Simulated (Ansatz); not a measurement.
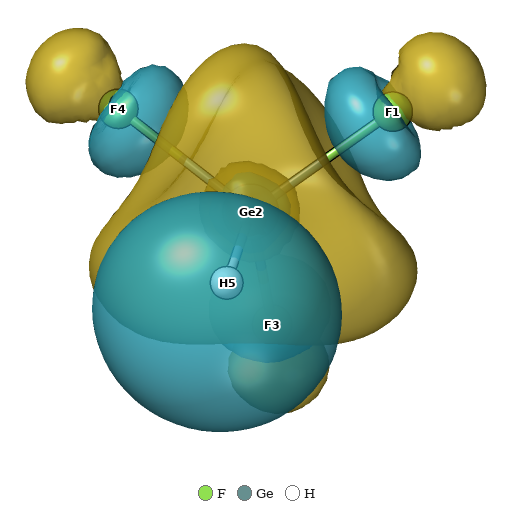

Figure. F3GeH (SMILES [F][GeH]([F])[F]). One frontier orbital at ±0.1 Å⁻³ᐟ² (yellow and cyan are the two phases), seen at a tilt.

Geometry: PBE0-D4/def2-TZVP.

The calculation used RKS PBE0-D4/def2-TZVPP (Ansatz 0.2.0).

```xyz
5

F    -0.2498   -0.7341    1.4830
Ge    0.0956   -0.0087   -0.0233
F    -0.6731    1.5157   -0.0113
F    -0.7081   -0.9440   -1.2040
H     1.5852    0.0973   -0.2857
```

**Which orbital is it: HOMO or LUMO?**

The LUMO, at −0.46 eV. It lies mainly on Ge2 (about 45 %), H5 (about 25 %), F3 (about 10 %), F1 (about 10 %) and F4 (about 10 %).
